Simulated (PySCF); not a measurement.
# C3H8O2Si: NMR shifts and electronic excitations at several levels of theory, part 2 of 2

PySCF 2.14.0. Atoms count from 0.

## Step 7: Shielding tensors: PBE0/cc-pVDZ

Job settings and geometry (Å):

```
{"job": {"kind": "nmr", "xc": "PBE0", "basis": "cc-pVDZ", "pop": true}, "charge": 0, "multiplicity": 1}
C     -2.341066    -0.209816    -0.364096
C     -1.498765     0.694688     0.470218
C     -0.166033     0.767440     0.418140
O      0.579381     0.012767    -0.430534
Si     2.242775    -0.138034    -0.405838
O      2.774335    -1.115411     0.819198
H     -2.939798    -0.892480     0.262115
H     -3.056580     0.362788    -0.977762
H     -1.719690    -0.815290    -1.037870
H     -1.993097     1.362206     1.182272
H      0.392473     1.460610     1.060908
H      2.568036    -0.692329    -1.745184
H      2.858725     1.186835    -0.138188
H      2.520446    -2.042590     0.787944
```

Level: GIAO PBE0/cc-pVDZ NMR shielding, non-relativistic, gas phase.

Standard output:

```text
coarse grid: 12016 points
cycle   1  E = -558.5439363822  dE =  6.991e-01  |g| = 8.763e-01  |ddm| = 6.717e+00
cycle   2  E = -558.3611219979  dE =  1.828e-01  |g| = 1.306e+00  |ddm| = 2.899e+00
cycle   3  E = -558.6921887361  dE = -3.311e-01  |g| = 7.741e-02  |ddm| = 1.721e+00
cycle   4  E = -558.6931276448  dE = -9.389e-04  |g| = 4.261e-02  |ddm| = 1.756e-01
cycle   5  E = -558.6935574378  dE = -4.298e-04  |g| = 1.441e-02  |ddm| = 8.005e-02
cycle   6  E = -558.6936057721  dE = -4.833e-05  |g| = 4.660e-03  |ddm| = 2.525e-02
cycle   7  E = -558.6936108062  dE = -5.034e-06  |g| = 8.938e-04  |ddm| = 7.437e-03
final grid: 110944 points
cycle   8  E = -558.7016052598  dE = -1.403e-05  |g| = 7.877e-03  |ddm| = 4.403e-02
cycle   9  E = -558.7015948346  dE =  1.043e-05  |g| = 1.067e-02  |ddm| = 2.695e-02
cycle  10  E = -558.7016190559  dE = -2.422e-05  |g| = 1.399e-03  |ddm| = 1.517e-02
cycle  11  E = -558.7016195157  dE = -4.598e-07  |g| = 2.053e-04  |ddm| = 2.209e-03
cycle  12  E = -558.7016195228  dE = -7.082e-09  |g| = 1.018e-04  |ddm| = 4.116e-04
cycle  13  E = -558.7016195250  dE = -2.231e-09  |g| = 1.918e-05  |ddm| = 1.513e-04
cycle  14  E = -558.7016195251  dE = -8.481e-11  |g| = 3.793e-06  |ddm| = 4.678e-05
converged SCF energy = -558.7016195251

GIAO shielding tensors (ppm)
atom      isotropic    diamagn.    paramagn.     s11        s22        s33       span
  0 C      185.265     246.491     -61.226    170.011    191.652    194.131     24.120
  1 C       90.422     255.128    -164.706     -5.490    110.985    165.770    171.261
  2 C       57.614     254.919    -197.305    -36.565     90.849    118.558    155.123
  3 O      204.126     390.390    -186.264    135.614    148.290    328.475    192.862
  4 Si     440.725     883.336    -442.611    434.495    437.100    450.580     16.084
  5 O      287.769     382.705     -94.936    244.565    294.262    324.480     79.915
  6 H       30.030      28.474       1.555     26.105     27.379     36.605     10.501
  7 H       30.012      27.557       2.455     26.010     27.372     36.654     10.643
  8 H       28.897      32.465      -3.568     24.047     30.179     32.465      8.418
  9 H       26.786      31.006      -4.220     24.544     26.962     28.853      4.309
 10 H       24.933      32.204      -7.271     21.625     24.495     28.679      7.054
 11 H       26.508      30.125      -3.617     22.792     24.715     32.017      9.225
 12 H       26.610      29.688      -3.077     23.308     24.713     31.811      8.503
 13 H       29.959      31.469      -1.510     22.933     25.369     41.576     18.642
```

Run time: 10 s. Hardware: 1 thread of Intel Xeon 6975P-C, shared host; peak memory 0.7 GiB.

Key values: δ C2 139.1, C1 106.3, C0 11.5, O3 139.2, H10 6.36, H11 4.73 ppm (means over like atoms).

## Step 8: Shielding tensors: PBE0/cc-pVTZ

Same as in step 7 but for these lines:

```diff
@@ -1,2 +1,2 @@
-{"job": {"kind": "nmr", "xc": "PBE0", "basis": "cc-pVDZ", "pop": true}, "charge": 0, "multiplicity": 1}
+{"job": {"kind": "nmr", "xc": "PBE0", "basis": "cc-pVTZ", "pop": true}, "charge": 0, "multiplicity": 1}
 C     -2.341066    -0.209816    -0.364096
```

With the program's defaults for keys left out, this is: GIAO PBE0/cc-pVTZ NMR shielding, non-relativistic, gas phase.

Standard output:

```text
coarse grid: 12016 points
cycle   1  E = -558.6702408690  dE =  6.355e-01  |g| = 9.306e-01  |ddm| = 7.169e+00
cycle   2  E = -558.4580963300  dE =  2.121e-01  |g| = 1.424e+00  |ddm| = 2.731e+00
cycle   3  E = -558.8246106551  dE = -3.665e-01  |g| = 9.131e-02  |ddm| = 1.701e+00
cycle   4  E = -558.8257113399  dE = -1.101e-03  |g| = 5.250e-02  |ddm| = 1.868e-01
cycle   5  E = -558.8263268570  dE = -6.155e-04  |g| = 1.776e-02  |ddm| = 9.139e-02
cycle   6  E = -558.8263967712  dE = -6.991e-05  |g| = 5.426e-03  |ddm| = 2.835e-02
cycle   7  E = -558.8264030725  dE = -6.301e-06  |g| = 1.084e-03  |ddm| = 8.073e-03
final grid: 110944 points
cycle   8  E = -558.8169106172  dE = -5.466e-05  |g| = 9.096e-03  |ddm| = 8.638e-02
cycle   9  E = -558.8168954658  dE =  1.515e-05  |g| = 1.270e-02  |ddm| = 2.797e-02
cycle  10  E = -558.8169260797  dE = -3.061e-05  |g| = 1.572e-03  |ddm| = 1.622e-02
cycle  11  E = -558.8169265979  dE = -5.181e-07  |g| = 3.423e-04  |ddm| = 2.445e-03
cycle  12  E = -558.8169266169  dE = -1.905e-08  |g| = 1.748e-04  |ddm| = 5.771e-04
cycle  13  E = -558.8169266231  dE = -6.215e-09  |g| = 2.602e-05  |ddm| = 2.433e-04
cycle  14  E = -558.8169266233  dE = -1.298e-10  |g| = 6.568e-06  |ddm| = 3.758e-05
converged SCF energy = -558.8169266233

GIAO shielding tensors (ppm)
atom      isotropic    diamagn.    paramagn.     s11        s22        s33       span
  0 C      176.781     242.011     -65.230    159.646    184.535    186.162     26.516
  1 C       77.129     254.178    -177.049    -26.862    100.789    157.462    184.324
  2 C       42.390     251.085    -208.695    -56.909     77.822    106.257    163.166
  3 O      189.760     386.015    -196.255    117.846    132.575    318.858    201.013
  4 Si     379.504     885.988    -506.484    370.058    377.461    390.993     20.936
  5 O      274.718     375.455    -100.737    224.548    292.242    307.365     82.816
  6 H       29.999      29.018       0.980     25.997     27.387     36.612     10.615
  7 H       29.982      28.634       1.348     25.873     27.354     36.718     10.845
  8 H       28.812      30.117      -1.305     24.269     29.827     32.340      8.071
  9 H       26.564      30.605      -4.041     24.322     26.632     28.737      4.416
 10 H       24.719      31.983      -7.264     21.702     24.093     28.360      6.658
 11 H       26.262      29.665      -3.403     22.734     24.662     31.390      8.657
 12 H       26.355      29.147      -2.793     23.207     24.686     31.170      7.963
 13 H       29.642      31.686      -2.044     22.548     25.063     41.315     18.767
```

Run time: 32 s. Hardware: 1 thread of Intel Xeon 6975P-C, shared host; peak memory 1.1 GiB.

In short: δ C2 144.9, C1 110.2, C0 10.5, O3 145.1, H10 6.57, H11 4.98 ppm (means over like atoms).

## Step 9: Shielding tensors: PBE0/aug-cc-pVDZ

Same as in step 8 but for these lines:

```diff
@@ -1,2 +1,2 @@
-{"job": {"kind": "nmr", "xc": "PBE0", "basis": "cc-pVTZ", "pop": true}, "charge": 0, "multiplicity": 1}
+{"job": {"kind": "nmr", "xc": "PBE0", "basis": "aug-cc-pVDZ", "pop": true}, "charge": 0, "multiplicity": 1}
 C     -2.341066    -0.209816    -0.364096
```

Level: GIAO PBE0/aug-cc-pVDZ NMR shielding, non-relativistic, gas phase.

Standard output:

```text
coarse grid: 12016 points
cycle   1  E = -558.5722556159  dE =  6.812e-01  |g| = 8.667e-01  |ddm| = 1.068e+01
cycle   2  E = -558.3640593387  dE =  2.082e-01  |g| = 1.346e+00  |ddm| = 3.406e+00
cycle   3  E = -558.7174640245  dE = -3.534e-01  |g| = 8.659e-02  |ddm| = 1.976e+00
cycle   4  E = -558.7185348389  dE = -1.071e-03  |g| = 5.134e-02  |ddm| = 2.692e-01
cycle   5  E = -558.7191778170  dE = -6.430e-04  |g| = 1.515e-02  |ddm| = 1.182e-01
cycle   6  E = -558.7192303558  dE = -5.254e-05  |g| = 4.956e-03  |ddm| = 4.029e-02
cycle   7  E = -558.7192358583  dE = -5.503e-06  |g| = 1.128e-03  |ddm| = 1.038e-02
final grid: 110944 points
cycle   8  E = -558.7272846981  dE = -1.661e-05  |g| = 7.964e-03  |ddm| = 1.653e-01
cycle   9  E = -558.7272727564  dE =  1.194e-05  |g| = 1.106e-02  |ddm| = 4.260e-02
cycle  10  E = -558.7272986549  dE = -2.590e-05  |g| = 1.352e-03  |ddm| = 2.051e-02
cycle  11  E = -558.7272990848  dE = -4.298e-07  |g| = 2.063e-04  |ddm| = 3.074e-03
cycle  12  E = -558.7272990915  dE = -6.774e-09  |g| = 1.165e-04  |ddm| = 5.584e-04
cycle  13  E = -558.7272990945  dE = -2.912e-09  |g| = 2.494e-05  |ddm| = 2.207e-04
cycle  14  E = -558.7272990946  dE = -1.289e-10  |g| = 5.460e-06  |ddm| = 6.485e-05
converged SCF energy = -558.7272990946

GIAO shielding tensors (ppm)
atom      isotropic    diamagn.    paramagn.     s11        s22        s33       span
  0 C      184.740     237.690     -52.950    169.006    191.556    193.657     24.651
  1 C       88.862     208.928    -120.066     -8.936    110.654    164.870    173.805
  2 C       56.107     222.123    -166.016    -36.898     87.675    117.544    154.442
  3 O      204.449     383.725    -179.276    137.741    149.809    325.798    188.057
  4 Si     432.309     882.454    -450.145    423.894    426.824    446.210     22.316
  5 O      282.067     372.183     -90.116    236.508    296.144    313.548     77.040
  6 H       30.015      28.575       1.440     26.029     27.508     36.508     10.479
  7 H       30.004      27.878       2.126     25.915     27.472     36.625     10.710
  8 H       28.895      35.618      -6.723     24.558     29.876     32.251      7.693
  9 H       26.612      37.397     -10.785     24.443     26.575     28.818      4.375
 10 H       24.706      35.325     -10.619     21.597     24.089     28.432      6.835
 11 H       26.096      26.361      -0.265     22.365     24.404     31.518      9.152
 12 H       26.262      25.759       0.503     22.991     24.527     31.268      8.277
 13 H       30.135      31.250      -1.115     23.169     25.639     41.598     18.428
```

Wall time 19 s (1 thread of Intel Xeon 6975P-C, shared host); peak memory 0.98 GiB.

Key values: δ C2 139.0, C1 106.3, C0 10.4, O3 131.5, H10 6.69, H11 5.22 ppm (means over like atoms).

## Step 10: Nuclear shieldings: PBE0/IGLO-III

Same as in step 9 but for these lines:

```diff
@@ -1,2 +1,2 @@
-{"job": {"kind": "nmr", "xc": "PBE0", "basis": "aug-cc-pVDZ", "pop": true}, "charge": 0, "multiplicity": 1}
+{"job": {"kind": "nmr", "xc": "PBE0", "basis": "IGLO-III", "pop": true}, "charge": 0, "multiplicity": 1}
 C     -2.341066    -0.209816    -0.364096
```

With the program's defaults for keys left out, this is: GIAO PBE0/IGLO-III NMR shielding, non-relativistic, gas phase.

Standard output:

```text
coarse grid: 12016 points
cycle   1  E = -558.6711362846  dE =  6.186e-01  |g| = 9.406e-01  |ddm| = 2.495e+00
cycle   2  E = -558.4458348102  dE =  2.253e-01  |g| = 1.453e+00  |ddm| = 1.181e+00
cycle   3  E = -558.8260253274  dE = -3.802e-01  |g| = 9.813e-02  |ddm| = 8.044e-01
cycle   4  E = -558.8272082285  dE = -1.183e-03  |g| = 5.658e-02  |ddm| = 6.999e-02
cycle   5  E = -558.8279246364  dE = -7.164e-04  |g| = 1.863e-02  |ddm| = 3.463e-02
cycle   6  E = -558.8280003819  dE = -7.575e-05  |g| = 5.807e-03  |ddm| = 1.134e-02
cycle   7  E = -558.8280075155  dE = -7.134e-06  |g| = 1.225e-03  |ddm| = 3.375e-03
final grid: 110944 points
cycle   8  E = -558.8323104779  dE = -8.818e-05  |g| = 8.370e-03  |ddm| = 4.314e-02
cycle   9  E = -558.8322994149  dE =  1.106e-05  |g| = 1.109e-02  |ddm| = 8.650e-03
cycle  10  E = -558.8323232559  dE = -2.384e-05  |g| = 1.530e-03  |ddm| = 5.020e-03
cycle  11  E = -558.8323236851  dE = -4.291e-07  |g| = 4.920e-04  |ddm| = 9.985e-04
cycle  12  E = -558.8323237341  dE = -4.901e-08  |g| = 1.892e-04  |ddm| = 2.999e-04
cycle  13  E = -558.8323237410  dE = -6.932e-09  |g| = 4.036e-05  |ddm| = 9.614e-05
cycle  14  E = -558.8323237413  dE = -3.040e-10  |g| = 7.005e-06  |ddm| = 2.026e-05
converged SCF energy = -558.8323237413

GIAO shielding tensors (ppm)
atom      isotropic    diamagn.    paramagn.     s11        s22        s33       span
  0 C      173.288     247.834     -74.546    155.237    181.505    183.121     27.884
  1 C       69.806     253.935    -184.130    -37.686     94.341    152.762    190.448
  2 C       34.565     251.922    -217.357    -67.998     71.302    100.391    168.388
  3 O      182.458     397.888    -215.430    106.339    126.809    314.227    207.887
  4 Si     376.076     893.102    -517.026    371.362    374.359    382.507     11.144
  5 O      265.621     382.530    -116.909    213.645    286.688    296.531     82.886
  6 H       30.041      28.818       1.223     25.980     27.518     36.624     10.643
  7 H       30.031      27.996       2.036     25.859     27.494     36.741     10.882
  8 H       28.916      31.443      -2.526     24.467     29.860     32.421      7.955
  9 H       26.672      30.465      -3.793     24.440     26.698     28.878      4.438
 10 H       24.765      31.657      -6.892     21.744     24.140     28.412      6.667
 11 H       26.186      29.269      -3.084     22.733     24.568     31.255      8.521
 12 H       26.317      28.641      -2.325     23.285     24.649     31.017      7.732
 13 H       29.864      32.509      -2.645     22.931     25.516     41.145     18.214
```

Wall time 31 s (1 thread of Intel Xeon 6975P-C, shared host); peak memory 1.2 GiB.

In short: δ C2 149.2, C1 114.0, C0 10.5, O3 144.7, H10 6.61, H11 5.12 ppm (means over like atoms).

## Step 11: NMR shieldings: PBE0/pcSseg-0

Same as in step 10 but for these lines:

```diff
@@ -1,2 +1,2 @@
-{"job": {"kind": "nmr", "xc": "PBE0", "basis": "IGLO-III", "pop": true}, "charge": 0, "multiplicity": 1}
+{"job": {"kind": "nmr", "xc": "PBE0", "basis": "pcSseg-0", "pop": true}, "charge": 0, "multiplicity": 1}
 C     -2.341066    -0.209816    -0.364096
```

Level: GIAO PBE0/pcSseg-0 NMR shielding, non-relativistic, gas phase.

Standard output:

```text
coarse grid: 12016 points
cycle   1  E = -557.6040066447  dE =  6.329e-01  |g| = 8.270e-01  |ddm| = 3.637e+00
cycle   2  E = -557.4685072367  dE =  1.355e-01  |g| = 1.194e+00  |ddm| = 2.045e+00
cycle   3  E = -557.7331826583  dE = -2.647e-01  |g| = 6.255e-02  |ddm| = 1.290e+00
cycle   4  E = -557.7337832788  dE = -6.006e-04  |g| = 3.824e-02  |ddm| = 1.172e-01
cycle   5  E = -557.7341281061  dE = -3.448e-04  |g| = 1.103e-02  |ddm| = 4.847e-02
cycle   6  E = -557.7341578500  dE = -2.974e-05  |g| = 2.884e-03  |ddm| = 1.347e-02
cycle   7  E = -557.7341596787  dE = -1.829e-06  |g| = 1.106e-03  |ddm| = 3.937e-03
final grid: 110944 points
cycle   8  E = -557.7164696671  dE = -2.177e-05  |g| = 3.700e-03  |ddm| = 1.763e-02
cycle   9  E = -557.7164691748  dE =  4.923e-07  |g| = 4.124e-03  |ddm| = 7.824e-03
cycle  10  E = -557.7164730791  dE = -3.904e-06  |g| = 5.243e-04  |ddm| = 4.109e-03
cycle  11  E = -557.7164731300  dE = -5.086e-08  |g| = 1.095e-04  |ddm| = 5.726e-04
cycle  12  E = -557.7164731323  dE = -2.394e-09  |g| = 5.362e-05  |ddm| = 1.547e-04
cycle  13  E = -557.7164731330  dE = -6.312e-10  |g| = 1.769e-05  |ddm| = 6.635e-05
converged SCF energy = -557.7164731330

GIAO shielding tensors (ppm)
atom      isotropic    diamagn.    paramagn.     s11        s22        s33       span
  0 C      179.987     246.486     -66.500    162.537    186.864    190.559     28.023
  1 C       75.752     261.584    -185.831    -32.213     96.358    163.112    195.324
  2 C       39.667     255.100    -215.433    -66.617     79.149    106.469    173.086
  3 O      206.901     406.739    -199.838    107.337    146.112    367.255    259.918
  4 Si     379.621     876.319    -496.698    354.777    367.335    416.751     61.974
  5 O      293.601     397.724    -104.123    242.587    273.218    364.997    122.409
  6 H       31.298      28.898       2.400     27.189     28.672     38.034     10.845
  7 H       31.251      28.725       2.526     26.978     28.588     38.189     11.211
  8 H       30.173      29.389       0.784     24.599     31.743     34.178      9.579
  9 H       28.219      30.633      -2.414     25.940     29.105     29.612      3.672
 10 H       26.447      30.090      -3.643     23.850     26.377     29.113      5.263
 11 H       27.056      29.077      -2.020     22.398     25.308     33.463     11.065
 12 H       27.194      28.705      -1.511     22.983     25.399     33.199     10.216
 13 H       31.570      30.681       0.889     24.418     27.664     42.627     18.209
```

Run time: 4.5 s. Hardware: 1 thread of Intel Xeon 6975P-C, shared host; peak memory 0.47 GiB.

Key values: δ C2 153.8, C1 117.8, C0 13.5, O3 131.0, H10 6.39, H11 5.71 ppm (means over like atoms).

## Step 12: TDDFT and polarisability: HF/def2-SVPD

Same as in step 11 but for these lines:

```diff
@@ -1,2 +1,2 @@
-{"job": {"kind": "nmr", "xc": "PBE0", "basis": "pcSseg-0", "pop": true}, "charge": 0, "multiplicity": 1}
+{"job": {"kind": "uv", "xc": "HF", "basis": "def2-SVPD", "ip": true}, "charge": 0, "multiplicity": 1}
 C     -2.341066    -0.209816    -0.364096
```

With the program's defaults for keys left out, this is: TDDFT HF/def2-SVPD, vertical, gas phase, core orbitals frozen in the response.

Standard output:

```text
final grid: 110944 points
cycle   1  E = -556.5912300270  dE =  8.070e-01  |g| = 6.768e-01  |ddm| = 5.075e+00
cycle   2  E = -556.6810986016  dE = -8.987e-02  |g| = 3.543e-01  |ddm| = 1.750e+00
cycle   3  E = -556.7051178127  dE = -2.402e-02  |g| = 7.532e-02  |ddm| = 4.810e-01
cycle   4  E = -556.7067363033  dE = -1.618e-03  |g| = 1.182e-02  |ddm| = 2.346e-01
cycle   5  E = -556.7067930822  dE = -5.678e-05  |g| = 4.394e-03  |ddm| = 4.970e-02
cycle   6  E = -556.7067995103  dE = -6.428e-06  |g| = 1.270e-03  |ddm| = 1.095e-02
cycle   7  E = -556.7068007778  dE = -1.268e-06  |g| = 5.894e-04  |ddm| = 5.211e-03
cycle   8  E = -556.7068009713  dE = -1.935e-07  |g| = 2.172e-04  |ddm| = 1.893e-03
cycle   9  E = -556.7068010007  dE = -2.935e-08  |g| = 6.975e-05  |ddm| = 8.300e-04
cycle  10  E = -556.7068010036  dE = -2.874e-09  |g| = 2.813e-05  |ddm| = 2.867e-04
cycle  11  E = -556.7068010040  dE = -4.115e-10  |g| = 7.635e-06  |ddm| = 1.099e-04
converged SCF energy = -556.7068010040

Static polarisability (au): isotropic 67.461, principal 54.961 61.076 86.346

Singlet excitations
state   eV       nm        f      main configurations
  1   6.8839    180.1   0.01734   H->L+1 0.52, H->L 0.22, H->L+3 0.17
  2   7.3566    168.5   0.63944   H->L+7 0.45, H->L+6 0.26, H->L+11 0.11
  3   7.7599    159.8   0.00940   H->L+3 0.45, H->L 0.30
  4   8.0491    154.0   0.00893   H->L+1 0.31, H->L+3 0.21, H->L 0.21
  5   8.3273    148.9   0.01324   H->L+4 0.54, H->L+2 0.26
  6   8.7068    142.4   0.02258   H->L+2 0.23, H->L+5 0.20, H->L+8 0.13
  7   9.1020    136.2   0.02246   H->L+5 0.36, H->L+2 0.15, H->L+4 0.09
  8   9.3058    133.2   0.00602   H->L+6 0.22, H->L+8 0.21, H->L+2 0.09
  9   9.4254    131.5   0.02153   H-1->L 0.32, H-2->L 0.14, H-1->L+2 0.10
 10   9.7969    126.6   0.02039   H->L+10 0.32, H->L+11 0.25, H->L+9 0.12

Triplet excitations (Tamm-Dancoff, eV): 3.7096 6.6201 7.5934 7.8351
Vertical ionisation energy (delta-SCF) = 7.6464 eV
```

It took 11 s on 1 thread of Intel Xeon 6975P-C, shared host; peak memory 0.77 GiB.

The orbitals next to the gap, with their largest atomic shares:

| orbital | eV | atoms |
| --- | --- | --- |
| HOMO−3 | -13.83 | C0 26 %, C1 22 %, H8 16 % |
| HOMO−2 | -13.56 | O3 23 %, O5 18 %, C2 12 % |
| HOMO−1 | -12.75 | Si4 27 %, H12 18 %, H11 18 % |
| HOMO | -9.11 | C1 35 %, C2 31 %, O3 16 % |
| LUMO | 2.21 | Si4 42 %, O5 26 %, H13 13 % |
| LUMO+1 | 2.94 | C0 20 %, C1 13 %, O5 10 % |
| LUMO+2 | 3.07 | Si4 36 %, O5 19 %, H12 12 % |

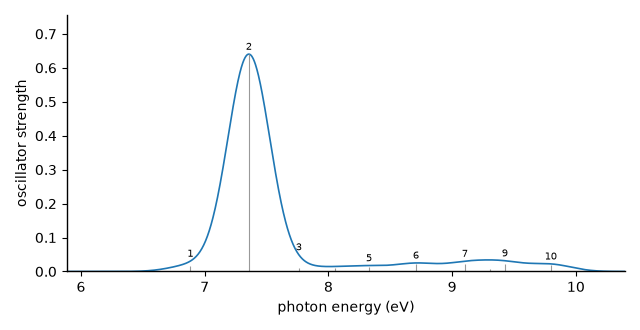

Absorption spectrum from the 10 singlet states computed; above the last one it falls off for lack of states. Lines are broadened to a width of 0.40 eV (Gaussian).

Further results of this job:

| property | computed |
| --- | --- |
| dipole moment (D) | 0.72 |
| polarisability (Å³) | 10.00 |
| HOMO–LUMO gap (eV) | 11.32 |
| −ε(HOMO) (eV) | 9.11 |

## Step 13: Side by side: NMR shifts

Shifts (ppm) of some atoms, chosen among heavy atoms and hydrogens apart, means over like atoms, with basis size and wall time:

| run | C2 | C1 | H10 | H11 | O3 | O5 | Si4 | functions | time |
| --- | --- | --- | --- | --- | --- | --- | --- | --- | --- |
| PBE0/6-31G* | 134.5 | 101.4 | 6.38 | 5.14 | 121.0 | 47.5 | -5.0 | 104 | 7.3 s |
| PBE0/6-311+G(2d,p) | 144.5 | 110.3 | 6.62 | 5.20 | 139.6 | 58.4 | -26.4 | 218 | 19 s |
| PBE0/def2-SVP | 137.6 | 105.3 | 6.16 | 4.76 | 137.6 | 57.5 | -33.0 | 128 | 8.9 s |
| PBE0/def2-TZVP | 145.7 | 111.1 | 6.61 | 5.18 | 147.5 | 63.8 | -29.1 | 240 | 25 s |
| PBE0/cc-pVDZ | 139.1 | 106.3 | 6.36 | 4.73 | 139.2 | 55.6 | -22.1 | 128 | 10 s |
| PBE0/cc-pVTZ | 144.9 | 110.2 | 6.57 | 4.98 | 145.1 | 60.1 | -19.5 | 296 | 32 s |
| PBE0/aug-cc-pVDZ | 139.0 | 106.3 | 6.69 | 5.22 | 131.5 | 53.8 | -15.6 | 214 | 19 s |
| PBE0/IGLO-III | 149.2 | 114.0 | 6.61 | 5.12 | 144.7 | 61.6 | -30.7 | 299 | 31 s |
| PBE0/pcSseg-0 | 153.8 | 117.8 | 6.39 | 5.71 | 131.0 | 44.3 | -31.1 | 74 | 4.5 s |

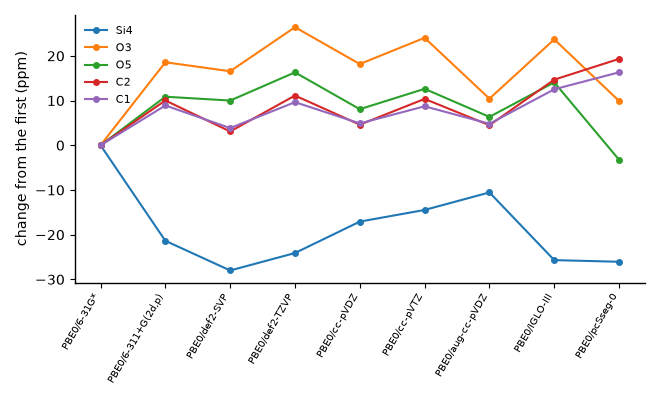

How five of the tabulated atoms move from run to run.

## Step 14: What came out

The summary covers parts 1 to 2.

| quantity | value |
| --- | --- |
| point group | C1 |
| rotational constants (main isotopes) | 7.72, 1.23, 1.23 GHz |
| 13C shifts against TMS (PBE0/6-31G*) | 134.5, 101.4, 11.1 ppm |
| 1H shifts against TMS (PBE0/6-31G*, means over atoms taken as alike) | 6.38, 5.14, 4.50, 1.67, 1.57 ppm |
| 17O shifts against H2O (PBE0/6-31G*) | 121.0, 47.5 ppm |
| 29Si shifts against TMS (PBE0/6-31G*) | -5.0 ppm |
| lowest singlet (HF/def2-SVPD) | 6.88 eV (180 nm), f = 0.017 |
| brightest single state of those computed | state 2, 7.36 eV, f = 0.639 |
| lowest triplet | 3.71 eV |
| vertical ionisation energy (ΔSCF) | 7.65 eV |
| range of the shift of Si4 | -33.0 to -5.0 ppm |

In words: Single values in the summary come from the first run of each kind that ended normally (PBE0/6-31G*; HF/def2-SVPD), which need not be the best level. Over 24 steps the energy fell by 0.500 eV; of the close pairs, O3–Si4 changed most, 1.578 to 1.670 Å. No frequency check was run at this level, so the end point may be a saddle. At PBE0/6-31G*: The widest tensor belongs to O3: span 194 ppm, with a paramagnetic part of -193 ppm. The lowest singlet, at 6.88 eV, is HOMO→LUMO+1 0.52, HOMO→LUMO 0.22 and is weak; of the 10 states computed, the strongest absorption comes from state 2 at 7.36 eV. The lowest triplet lies 3.17 eV below the lowest singlet (triplets in Tamm-Dancoff, singlets in full TDDFT). At HF/def2-SVPD, the highest states lie near or above the ionisation energy, where they hang on the basis. ΔSCF puts the ionisation energy at 7.65 eV, 1.46 eV below −ε(HOMO). In ppm, Si4 moves most: its shift spreads over 28.0 ppm, from -33.0 (PBE0/def2-SVP) to -5.0 (PBE0/6-31G*). Part of that comes from the computed reference.
